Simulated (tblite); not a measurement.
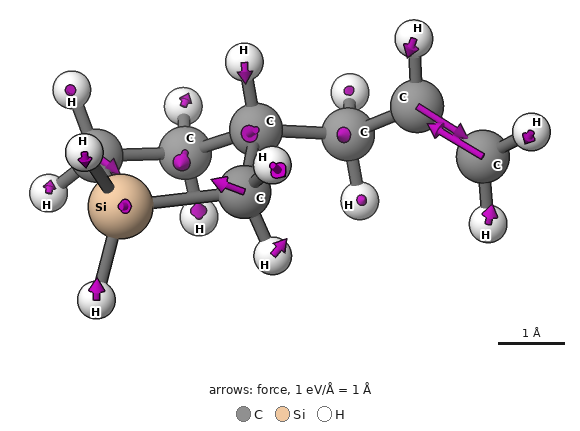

Starting geometry of C7H14Si with the computed forces as purple arrows. The picture is a ball-and-stick view, seen from a free direction.

Computed with GFN2-xTB geometry optimisation, gas phase in tblite 0.8.0. 

**Is this structure relaxed? If not, where do the atoms go?**

It isn't relaxed: the largest force vector, on a C atom, is 1.05 eV/Å. The final displacements follow the starting forces only in part (cosine between the two patterns 0.41). The atom that moves furthest after the best rigid fit is an H atom (0.11 Å). Largest moves by element: H 0.11 Å, C 0.04 Å, Si 0.03 Å. Some distances before and after: C–C 1.559 → 1.530 Å, C–C 1.339 → 1.320 Å, H–Si 1.485 → 1.466 Å, C–Si 1.922 → 1.904 Å. Among the angles between lasting bonds that change: H–Si–H 115.3° → 110.3°, Si–C–H 110.3° → 114.7°, H–C–H 109.6° → 106.5°. The energy falls by 0.105 eV in 41 geometry steps.
